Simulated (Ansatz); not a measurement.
**C5H12O2: molecular dynamics (part 2 of 2)**

C5H12O2; RKS BLYP-d3bj/6-31G* (Ansatz 0.2.0). The geometry comes from this level: PBE0-D4/def2-TZVP.

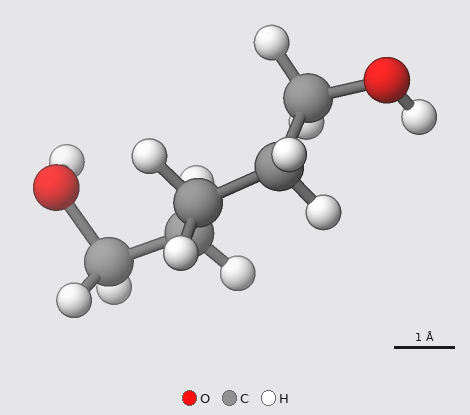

Figure 1. The geometry at step 21 of the log (ball-and-stick view, seen at a tilt).

**Trajectory as extended XYZ, continued**
```
19
Properties=species:S:1:pos:R:3:forces:R:3 step=9 time_fs=4.5 energy=-9469.49192 temperature=549.4
O     0.2473    1.8394   -2.8681   -1.4679   1.1550  -0.7176
C     0.4548    1.3183   -1.5873   -0.5650  -0.5126   2.1452
C     0.0022   -0.1729   -1.5390   -2.4522   1.0235  -1.7576
C     0.1689   -0.8134   -0.2028    0.7102  -2.1721   0.7900
C    -0.5625   -0.2647    0.9812   -2.5577   3.0985  -1.4927
C    -0.3598   -0.9034    2.2769    0.3924  -2.1227   1.7684
O     1.0652   -0.8080    2.6473   -0.6928   2.1646   1.0426
H    -0.7566    2.0055   -2.9306    1.5347  -0.2808  -0.0654
H     1.5008    1.4348   -1.2594    0.3679  -0.1418  -0.6567
H    -0.0736    1.8986   -0.7259    0.1914  -0.5203  -1.2364
H     0.2716   -0.7057   -2.4841    1.2607  -0.0941   0.8288
H    -1.1091   -0.1528   -1.8554    0.5460   0.2691   0.9805
H     1.2167   -0.7568    0.1310    0.3405  -0.4534  -0.3498
H    -0.1603   -1.8945   -0.1620    0.6383   0.4131  -0.6580
H    -1.6595   -0.0672    0.7420    0.4223  -0.9706   0.1851
H    -0.3348    0.8117    1.1382    0.6143   0.0827   0.0854
H    -1.1601   -0.4461    2.9851    1.4097  -0.7763  -0.2113
H    -0.3482   -2.0349    2.3128   -1.2712   0.7361  -0.4075
H     1.1194    0.1578    2.9316    0.5786  -0.8980  -0.2731
19
Properties=species:S:1:pos:R:3:forces:R:3 step=12 time_fs=6.0 energy=-9469.28623 temperature=466.4
O     0.2315    1.8356   -2.8557   -1.3003   1.2443  -0.3835
C     0.4617    1.3248   -1.5690    0.0237  -0.8046   1.9238
C     0.0169   -0.1757   -1.5426   -1.7691   0.5880  -2.1059
C     0.1553   -0.8266   -0.2044    1.8268  -1.7944   1.0619
C    -0.5625   -0.2703    0.9837   -2.6221   3.2132  -1.8815
C    -0.3750   -0.9094    2.2734    0.8395  -1.7795   1.8571
O     1.0730   -0.8012    2.6262   -0.9523   2.3781   1.2365
H    -0.7613    2.0295   -2.8645    1.2573  -0.2292  -0.2865
H     1.5176    1.4760   -1.2371   -0.0320  -0.2824  -0.7848
H    -0.0741    1.8711   -0.7043    0.0792  -0.3355  -1.1628
H     0.2874   -0.7348   -2.5243    0.9482   0.4886   1.7100
H    -1.0757   -0.1316   -1.8408    0.1226   0.2048   0.7315
H     1.2280   -0.7832    0.1580   -0.4840  -0.4872  -0.6810
H    -0.1777   -1.8898   -0.1581    0.4943   0.0113  -0.7185
H    -1.6496   -0.0314    0.7346    0.3191  -1.0503   0.2230
H    -0.3127    0.7982    1.1456    0.6639   0.1223   0.1198
H    -1.1686   -0.4301    2.9616    1.3489  -0.8098   0.0093
H    -0.3297   -2.0246    2.3457   -1.4699   0.3393  -0.5123
H     1.0931    0.1596    2.9451    0.7062  -1.0170  -0.3561
19
Properties=species:S:1:pos:R:3:forces:R:3 step=15 time_fs=7.5 energy=-9469.32712 temperature=519.1
O     0.2151    1.8305   -2.8418    0.0249   1.0509  -0.1775
C     0.4674    1.3312   -1.5481    0.8219  -1.1711   1.3037
C     0.0315   -0.1762   -1.5483   -0.8860   0.2630  -1.6298
C     0.1460   -0.8430   -0.2019    2.5425  -1.1947   0.9635
C    -0.5688   -0.2727    0.9843   -2.1788   2.9015  -1.9904
C    -0.3874   -0.9199    2.2706    1.2559  -0.9557   1.7524
O     1.0783   -0.7927    2.6047   -1.1224   1.6086   1.0729
H    -0.7358    2.0483   -2.8118   -0.1800   0.1016  -0.4069
H     1.5383    1.5175   -1.2260   -0.4808  -0.4437  -0.8276
H    -0.0726    1.8368   -0.6995   -0.2076   0.0519  -0.7156
H     0.3330   -0.7479   -2.5358    0.6160   0.7628   2.0087
H    -1.0403   -0.1107   -1.8174   -0.4402   0.1201   0.3311
H     1.2371   -0.8232    0.1709   -0.9660  -0.4147  -0.8083
H    -0.1861   -1.8880   -0.1637    0.2554  -0.4642  -0.7134
H    -1.6376   -0.0244    0.7253    0.0019  -0.9156   0.2097
H    -0.2832    0.7808    1.1632    0.5813   0.1931   0.0599
H    -1.1543   -0.4260    2.9506    1.0736  -0.6830   0.2700
H    -0.3434   -2.0075    2.3698   -1.4090  -0.3978  -0.5290
H     1.0881    0.1448    2.9392    0.6976  -0.4132  -0.1732
19
Properties=species:S:1:pos:R:3:forces:R:3 step=18 time_fs=9.0 energy=-9469.49614 temperature=608.4
O     0.1984    1.8279   -2.8278    1.6328   0.6574  -0.1247
C     0.4743    1.3344   -1.5257    1.2596  -1.5754   0.1122
C     0.0460   -0.1748   -1.5573   -0.0622   0.0334  -0.6181
C     0.1415   -0.8622   -0.1981    2.5821  -0.6521   0.5656
C    -0.5828   -0.2698    0.9803   -1.0221   2.2822  -1.7425
C    -0.3977   -0.9320    2.2671    1.9689  -0.5124   1.1603
O     1.0807   -0.7818    2.5852   -1.3069   0.1845   0.6122
H    -0.7134    2.0636   -2.7681   -1.8159   0.5613  -0.3719
H     1.5451    1.5479   -1.2272   -0.5046  -0.4893  -0.6764
H    -0.0801    1.8036   -0.7146   -0.6081   0.5388   0.1132
H     0.3923   -0.7528   -2.5164    0.3058   0.8354   1.8260
H    -1.0113   -0.0859   -1.7900   -0.9327   0.0031  -0.0986
H     1.2343   -0.8748    0.1702   -1.0560  -0.3094  -0.7306
H    -0.2032   -1.8929   -0.1934    0.0703  -0.7307  -0.5980
H    -1.6255   -0.0351    0.7160   -0.5945  -0.5594   0.1007
H    -0.2345    0.7631    1.1822    0.2791   0.1393  -0.0907
H    -1.1126   -0.4436    2.9442    0.3302  -0.1858   0.8635
H    -0.3878   -2.0044    2.3771   -1.1198  -0.8349  -0.5125
H     1.0923    0.1269    2.9238    0.5940   0.6141   0.2101
19
Properties=species:S:1:pos:R:3:forces:R:3 step=21 time_fs=10.5 energy=-9469.73512 temperature=675.2
O     0.1845    1.8276   -2.8137    1.2088   0.7507  -0.1356
C     0.4796    1.3343   -1.5037    0.9424  -1.7560  -0.9373
C     0.0597   -0.1722   -1.5638   -0.2906   0.0833   0.5644
C     0.1387   -0.8851   -0.1935    1.9729  -0.2484   0.0329
C    -0.6014   -0.2634    0.9744    0.2861   1.5472  -1.2367
C    -0.4054   -0.9464    2.2648    2.5827  -0.5013   0.4465
O     1.0815   -0.7687    2.5669   -1.4456  -1.0015   0.2218
H    -0.7289    2.0890   -2.7417   -1.2843   0.4374  -0.3319
H     1.5377    1.5616   -1.2410   -0.1474  -0.3710  -0.3491
H    -0.1095    1.7809   -0.7327   -0.7300   0.8154   0.7519
H     0.4505   -0.7412   -2.4699    0.1621   0.5972   1.1364
H    -1.0101   -0.0613   -1.7648   -0.5630  -0.1921  -0.3379
H     1.2164   -0.9322    0.1532   -0.7086  -0.2147  -0.4336
H    -0.2274   -1.9075   -0.2305   -0.0256  -0.6817  -0.4565
H    -1.6297   -0.0617    0.7066   -1.0211  -0.1414  -0.0085
H    -0.1807    0.7472    1.2061   -0.2127  -0.0611  -0.3510
H    -1.0680   -0.4673    2.9488   -0.4307   0.3894   1.4895
H    -0.4535   -2.0202    2.3788   -0.6889  -0.6723  -0.5310
H     1.1076    0.1213    2.9144    0.3936   1.2209   0.4657
19
Properties=species:S:1:pos:R:3:forces:R:3 step=24 time_fs=12.0 energy=-9469.87504 temperature=740.2
O     0.1767    1.8284   -2.8008   -0.6640   1.2970  -0.1307
C     0.4844    1.3306   -1.4856   -0.5983  -1.3099  -0.8769
C     0.0702   -0.1699   -1.5682   -1.0290   0.5445   2.1732
C     0.1366   -0.9097   -0.1890    0.3529  -0.1880  -0.7144
C    -0.6200   -0.2566    0.9667    1.1766   0.9067  -0.6456
C    -0.4070   -0.9622    2.2652    2.4893  -0.4047  -0.0764
O     1.0804   -0.7599    2.5489   -1.4329  -1.2082   0.2269
H    -0.7759    2.1107   -2.7191    0.7223  -0.1811  -0.4300
H     1.5222    1.5689   -1.2578    0.4541  -0.1576   0.0626
H    -0.1730    1.7754   -0.7373    0.0828   0.4681   0.3977
H     0.5138   -0.7141   -2.3990    0.3241  -0.0824  -0.1829
H    -1.0189   -0.0419   -1.7401    0.0320  -0.4217  -0.5701
H     1.1782   -0.9906    0.1184    0.4109  -0.2096   0.1424
H    -0.2625   -1.9345   -0.2679    0.0762  -0.1641  -0.2979
H    -1.6518   -0.0906    0.6990   -0.9516   0.1360  -0.0285
H    -0.1345    0.7354    1.2186   -0.7227  -0.2880  -0.5861
H    -1.0302   -0.4853    2.9685   -0.7602   0.6852   1.7108
H    -0.5431   -2.0428    2.3669   -0.1306  -0.2293  -0.5115
H     1.1206    0.1309    2.9126    0.1680   0.8072   0.3376
19
Properties=species:S:1:pos:R:3:forces:R:3 step=27 time_fs=13.5 energy=-9469.71934 temperature=661.0
O     0.1710    1.8328   -2.7880   -1.4778   1.5066  -0.1683
C     0.4875    1.3235   -1.4704   -2.3233  -0.6998  -0.6116
C     0.0777   -0.1685   -1.5712   -1.6573   0.9936   3.4760
C     0.1353   -0.9349   -0.1895   -1.2871   0.0762  -1.3407
C    -0.6357   -0.2485    0.9556    1.3581   0.1042  -0.1976
C    -0.4054   -0.9825    2.2644    1.2924   0.4976   0.3390
O     1.0753   -0.7563    2.5326   -1.1820  -0.4419   0.6364
H    -0.8060    2.1275   -2.7042    1.6795  -0.5059  -0.4508
H     1.5037    1.5781   -1.2631    1.1019   0.0260   0.3775
H    -0.2335    1.7787   -0.7352    0.9752   0.0286  -0.0672
H     0.5860   -0.6881   -2.3338    0.5635  -0.7160  -1.3346
H    -1.0279   -0.0359   -1.7170    0.5194  -0.5974  -0.8402
H     1.1483   -1.0480    0.0803    1.5564  -0.2830   0.6700
H    -0.2942   -1.9544   -0.3226    0.1459   0.1751  -0.0694
H    -1.6869   -0.1117    0.6829   -0.3199   0.2641   0.0996
H    -0.0979    0.7171    1.2172   -1.0615  -0.2650  -0.7134
H    -1.0079   -0.4872    3.0172   -0.2314   0.1904   0.8000
H    -0.6388   -2.0649    2.3393    0.4496   0.2021  -0.4053
H     1.1276    0.1586    2.9175   -0.1016  -0.5554  -0.1993
19
Properties=species:S:1:pos:R:3:forces:R:3 step=30 time_fs=15.0 energy=-9469.56872 temperature=594.3
O     0.1664    1.8407   -2.7779   -1.2480   1.3233  -0.0644
C     0.4854    1.3157   -1.4566   -2.7980  -0.1169  -0.4940
C     0.0802   -0.1655   -1.5691   -0.9890   0.3517   3.0749
C     0.1324   -0.9585   -0.1943   -1.5203   0.0781  -1.5095
C    -0.6479   -0.2387    0.9417    0.9430  -1.1180   0.1452
C    -0.4010   -1.0024    2.2629    0.0641   1.4101   0.8588
O     1.0692   -0.7543    2.5194   -0.8765  -0.2678   0.7556
H    -0.8049    2.1339   -2.6892    1.5150  -0.4578  -0.4437
H     1.4996    1.5861   -1.2536    1.0202   0.0003   0.4516
H    -0.2706    1.7764   -0.7281    1.4069  -0.1618  -0.2787
H     0.6681   -0.6848   -2.3023   -0.0556  -0.3494  -0.9692
H    -1.0291   -0.0459   -1.7068    0.6510  -0.6427  -1.0518
H     1.1531   -1.1143    0.0517    1.2307  -0.1788   0.7414
H    -0.3216   -1.9746   -0.3829    0.2342   0.5498   0.1932
H    -1.7267   -0.1232    0.6744    0.4417   0.3019   0.2032
H    -0.0850    0.6863    1.1986   -0.9588   0.3096  -0.6286
H    -0.9830   -0.4882    3.0813    0.2546  -0.4391  -0.3220
H    -0.7192   -2.0838    2.2941    0.9583   0.5914  -0.2071
H     1.1256    0.1694    2.9248   -0.2736  -1.1835  -0.4548
```

The run was set up as follows.

**The input**
```yaml
crystal:
  periodic: [false, false, false]
  atoms:
    - {symbol: O, position_ang: [0.292697, 1.845405, -2.911909]}
    - {symbol: C, position_ang: [0.438458, 1.293190, -1.619755]}
    - {symbol: C, position_ang: [-0.065296, -0.135088, -1.529834]}
    - {symbol: C, position_ang: [0.199797, -0.801380, -0.186348]}
    - {symbol: C, position_ang: [-0.591601, -0.218724, 0.975109]}
    - {symbol: C, position_ang: [-0.314975, -0.917320, 2.293072]}
    - {symbol: O, position_ang: [1.033332, -0.815367, 2.705189]}
    - {symbol: H, position_ang: [-0.639737, 1.827954, -3.142059]}
    - {symbol: H, position_ang: [1.510884, 1.319883, -1.405894]}
    - {symbol: H, position_ang: [-0.055764, 1.928396, -0.871961]}
    - {symbol: H, position_ang: [0.416774, -0.708822, -2.327376]}
    - {symbol: H, position_ang: [-1.143428, -0.150639, -1.741705]}
    - {symbol: H, position_ang: [1.268500, -0.750637, 0.045838]}
    - {symbol: H, position_ang: [-0.038341, -1.867807, -0.266309]}
    - {symbol: H, position_ang: [-1.666221, -0.288923, 0.764866]}
    - {symbol: H, position_ang: [-0.375676, 0.850505, 1.092907]}
    - {symbol: H, position_ang: [-0.990158, -0.533293, 3.070021]}
    - {symbol: H, position_ang: [-0.509849, -1.989293, 2.195630]}
    - {symbol: H, position_ang: [1.230590, 0.111989, 2.860528]}
basis:
  gaussian: {orbitals: "6-31G*"}
hamiltonian: {xc: {name: BLYP}, dispersion: d3bj}
md: {timestep: 0.5 fs, n_steps: 30, ensemble: nvt_langevin, temperature: 1000, initial_velocities: maxwell_boltzmann, friction: 0.01, seed: 585}
```

Command:
```bash
ansatz run in.yaml --threads 2 --pin off --events-out ev --progress --plain --max-ram 31744MiB --backend cpu
```

**Summary**

| quantity | value |
| --- | --- |
| outcome | finished |
| mean temperature over the second half | 644 K |
| trajectory | 30 steps, 15 fs |
| ensemble | nvt_langevin |
| temperature in the input | 1000 K |
| time step | 0.5 fs |
| potential energy (last step) | −9469.5690 eV |
| mean-field energy (last step) | −9468.7665 eV |
| dispersion energy (last step) | −0.8025 eV |
| SCF solution under orbital rotations (last step) | stable |
| largest force (length of the vector) (last step) | 3.249 eV/Å |
| dipole moment (last step) | 2.82 D |
| hardware | 2 CPU threads, shared host |
| wall time | 82 s (CPU time 2.5 min) |
| peak memory | 0.9 GiB |

**Remarks**

So short a trajectory is not equilibrated. The logged temperature at the start can lie below the typed one, since it is counted over all degrees of freedom. The temperature stays far from the 1000 K of the thermostat over the second half: the run isn't equilibrated.
